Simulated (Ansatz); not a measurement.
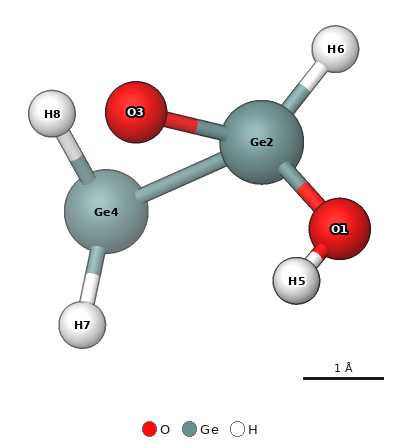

**Figure 1.** The structure as given in the input (ball-and-stick view, seen at a tilt; atoms are numbered from 1 in the order of the input). Sticks mark near contacts. Bond lengths as drawn: Ge–Ge 2.42 Å, Ge–H 1.53 to 1.61 Å, Ge–O 1.78 Å and H–O 0.97 Å.

## Frequency calculation of Ge₂H₄O₂

Ge₂H₄O₂, computed with RKS B3LYP-D4/def2-SVP (Ansatz 0.2.0).

It belongs to a series of runs on one base structure; here: vibrations at the highest image of the band. Figures and captions count atoms from 1; the log counts them from 0 in places.

**The input**
```yaml
crystal:
  periodic: [false, false, false]
  atoms:
    - { symbol: O, position_ang: [-0.308936, 1.85252, -0.788724] }
    - { symbol: Ge, position_ang: [-0.605916, 0.549412, 0.383843] }
    - { symbol: O, position_ang: [0.917355, -0.137148, 1.011072] }
    - { symbol: Ge, position_ang: [-0.162988, -1.750815, -0.240262] }
    - { symbol: H, position_ang: [0.472919, 1.682741, -1.334089] }
    - { symbol: H, position_ang: [-1.614713, 1.114037, 1.389468] }
    - { symbol: H, position_ang: [0.665274, -1.713084, -1.577675] }
    - { symbol: H, position_ang: [0.729204, -1.654664, 1.100468] }
basis:
  gaussian: { orbitals: def2-SVP }
hamiltonian:
  xc: b3lyp
  dispersion: d4
phonons: {}
```

Run on 2 threads of Intel Xeon (Granite Rapids), 16 GiB of memory available, shared host.

Run as:
```bash
ansatz run input.yaml --threads 2 --pin off --max-ram 3072MiB --backend cpu --events-out ev --progress --plain --runs-dir out
```

**Log**
```
Engine: ansatz 0.2.0, x86_64-unknown-linux-gnu
Functional definition: B3LYP
  parameter a0 = 0.2
  parameter ax = 0.72
  parameter ac = 0.81
  exchange = (1 - a0 - ax)*slater_x + ax*b88_x + a0*exact_x
  correlation = (1 - ac)*vwn_rpa_c + ac*lyp_c
1173 factors; integrals over basis functions are off by at most 2.9e-4 eV
mean field evaluation 1: about -117166.2523 eV, gradient 8.1e1 eV
mean field evaluation 2: about -117009.7518 eV, gradient 2.3e2 eV
mean field evaluation 4: about -117172.3795 eV, gradient 5.5e1 eV
mean field evaluation 8: about -117178.9017 eV, gradient 3.2e-1 eV
mean field evaluation 16: about -117178.9109 eV, gradient 2.7e-4 eV
mean field -117178.91093129 eV, -4306.2455500064 hartree, gradient 2.0e-5 eV, S^2 0.000000; 0 other end points of the search recorded, 0 dependent functions left out
the calculation of the forces begins
reference -117178.91116642 eV, -4306.2455586471 hartree; 42, 42 occupied and 70, 70 virtual orbitals, 1173 factors
these checks for a lower state are left out or cut short: stability, starts, cluster_reference, orbital_swaps, neighbouring_geometries, increment
1173 factors; integrals over basis functions are off by at most 2.9e-4 eV
mean field -117178.91085779 eV, -4306.2455473051 hartree, gradient 2.5e-6 eV, S^2 0.000000; 0 other end points of the search recorded, 0 dependent functions left out
[... from here on the field's lines of each further geometry are left out, up to the last ...]
the calculation of the forces begins
reference -117178.91108643 eV, -4306.2455557078 hartree; 42, 42 occupied and 70, 70 virtual orbitals, 1173 factors
these checks for a lower state are left out or cut short: stability, starts, cluster_reference, orbital_swaps, neighbouring_geometries, increment
1173 factors; integrals over basis functions are off by at most 2.9e-4 eV
mean field -117178.91095415 eV, -4306.2455508464 hartree, gradient 1.4e-6 eV, S^2 0.000000; 0 other end points of the search recorded, 0 dependent functions left out
the calculation of the forces begins
reference -117178.91118926 eV, -4306.2455594867 hartree; 42, 42 occupied and 70, 70 virtual orbitals, 1173 factors
WARN: phonons: modes at or below zero, which the zero-point energy, F, S and C_V leave out: 1, the lowest at -1359.98 cm⁻¹. A minimum has none, and a first-order saddle one
Total energy: -117179.20146253 eV, -4306.2562268325 hartree
Atom 0 at    -0.308936     1.852520    -0.788724 Å, force     0.019450    -0.022280    -0.008092 eV/Å
Atom 1 at    -0.605916     0.549412     0.383843 Å, force    -0.009911     0.013985     0.001616 eV/Å
Atom 2 at     0.917355    -0.137148     1.011072 Å, force    -0.003842    -0.010759     0.003518 eV/Å
Atom 3 at    -0.162988    -1.750815    -0.240262 Å, force     0.006247     0.003095     0.011834 eV/Å
Atom 4 at     0.472919     1.682741    -1.334089 Å, force    -0.013714     0.019988    -0.003358 eV/Å
Atom 5 at    -1.614713     1.114037     1.389468 Å, force     0.002132    -0.002371     0.002145 eV/Å
Atom 6 at     0.665274    -1.713084    -1.577675 Å, force     0.001526     0.002002    -0.001001 eV/Å
Atom 7 at     0.729204    -1.654664     1.100468 Å, force    -0.001887    -0.003659    -0.006662 eV/Å
Dipole moment:    -0.216524    -0.230278    -0.188117 e Å
Vibrations: -1359.98 130.24 177.10 228.48 259.17 318.14 456.17 528.23 593.64 690.76 709.18 727.35 817.99 927.45 1884.93 1985.84 2160.81 3820.01 cm⁻¹, zero-point energy 1.017631 eV
```

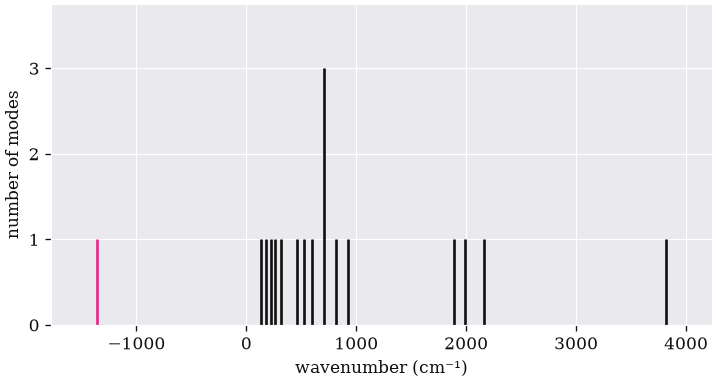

**Figure 2.** Harmonic vibrational wavenumbers from the force constants; neighbouring modes closer than 24 cm⁻¹ are counted in one stick, and imaginary ones are drawn at negative wavenumbers. 18 modes from 1360i to 3820 cm⁻¹, 1 imaginary beyond 8i (1360i cm⁻¹): a first-order saddle point, if the geometry is stationary.

**Key numbers**

| quantity | value |
| --- | --- |
| outcome | converged |
| total energy | −117179.2015 eV |
| mean-field energy | −117178.9112 eV |
| largest force (length of the vector) | 0.031 eV/Å |
| wall time | 62 s (CPU time 1.9 min) |
| peak memory | 0.31 GiB |
